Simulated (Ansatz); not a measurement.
# Y, response to strain

Base system: Y in the hcp (Mg type) structure (space group P6_3/mmc, No. 194; a = 3.6826 Å, c = 5.6985 Å). Axes: x lies along a and z along c of the hexagonal cell.

Strains are applied to the cell and any free atomic positions relax; under biaxial strain the out-of-plane vector relaxes too.

The values are results of Ansatz (a first-principles code) r2SCAN, without spin-orbit coupling, not measurements.

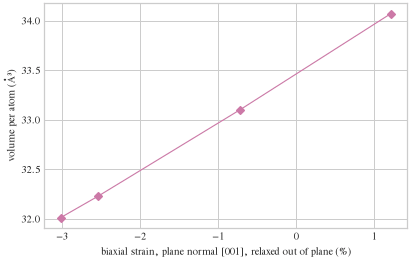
Volume per atom against biaxial strain, plane normal [001], relaxed out of plane

```tsv
biaxial strain, plane normal [001], relaxed out of plane (%)	volume per atom
-3.02	32.01 Å³
-2.54	32.23 Å³
-0.72	33.10 Å³
1.21	34.07 Å³
```

Without a gap, meshes like the base's 15×15×8 leave anisotropic stresses uncertain by several tenths of a GPa, and small strain energies with them. No phonon test of stability was made. The final runs are not spin-polarised.
